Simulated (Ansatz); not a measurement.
```xyz
3

C     0.0000    0.0000   -0.1836
O     0.0000    0.0000   -1.3894
Si    0.0000    0.0000    1.5730
```

Geometry: r2SCAN-D4/def2-SVPD; the highest occupied orbital lies above zero, a sign that basis and functional describe the outermost electron poorly.

Level of theory: Ansatz 0.2.0, isolated molecule in a Gaussian basis; Kohn-Sham density functional theory, functional PBE0.

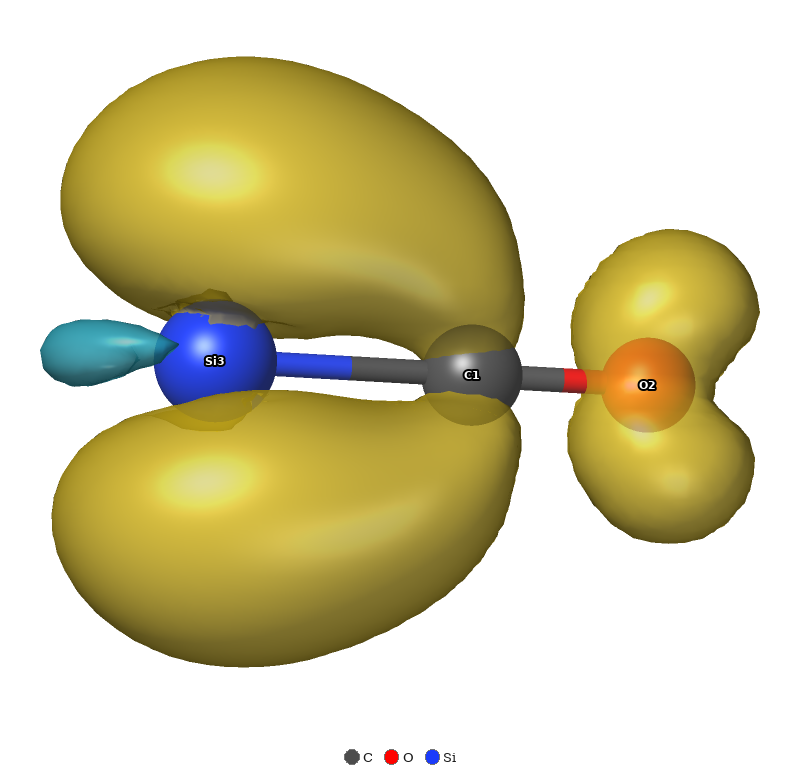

COSi (charge −1, doublet). Isosurfaces of the spin density at +0.015 (yellow) and −0.015 e/Å³ (cyan), seen from one side.

Question: Where is the unpaired spin?

Answer: The unpaired spin (1 electron) lies mostly on Si3 (about 0.6), C1 (about 0.2) and O2 (about 0.2), in electrons by Hirshfeld's partition.
